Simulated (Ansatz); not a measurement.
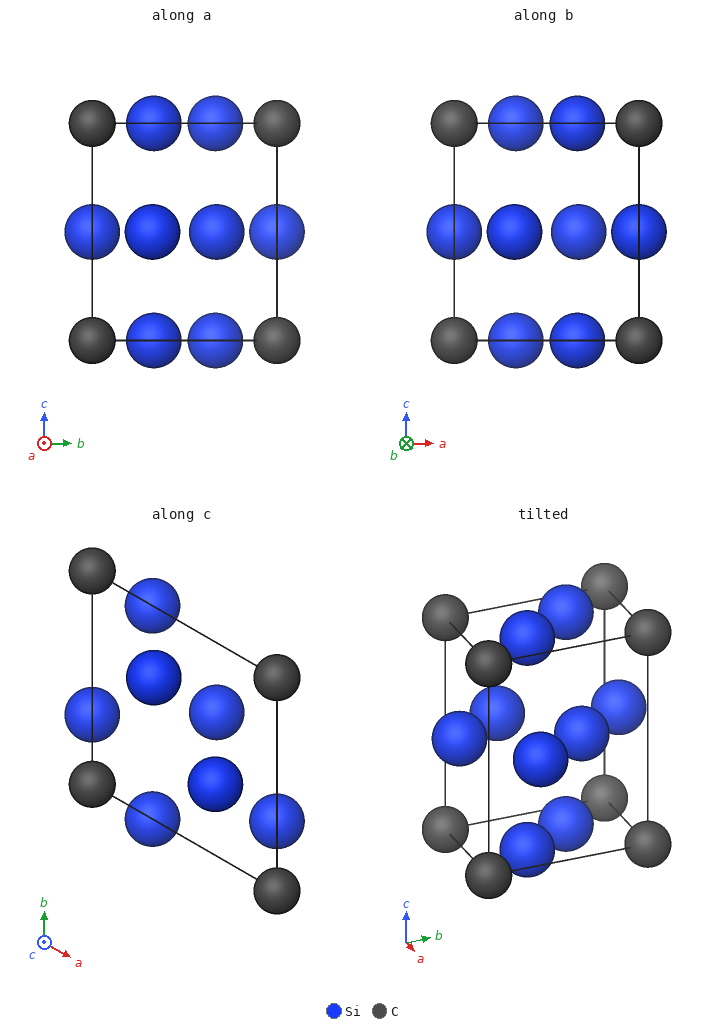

This spheres-only model is shown along the a axis, along the b axis, along the c axis and slightly off an axis. The parallelepiped is the conventional unit cell.

Lattice parameters: a = 4.444 Å, b = 4.444 Å, c = 4.524 Å, α = 90.00°, β = 90.00°, γ = 120.00°. Put a along x and b in the xy plane.

Transcribe the picture into a POSCAR file, with free fractional coordinates to two decimals.

```
Si C
1.0
     4.444    0.000    0.000
    -2.222    3.849    0.000
     0.000    0.000    4.524
Si C
5 1
Direct
  0.3333 0.6667 0.00
  0.6667 0.3333 0.00
  0.67 0.67 0.50
  0.33 0.00 0.50
  0.00 0.33 0.50
  0.00 0.00 0.00
```

It goes back to a structure type filled with these elements by a generator (whether the compound takes this form wasn't checked). Earlier steps of the study, as a rule a relaxation of our own, may have changed the cell and positions, so they can lie some per cent off the listed ones. It was run through Ansatz as a DFT input.
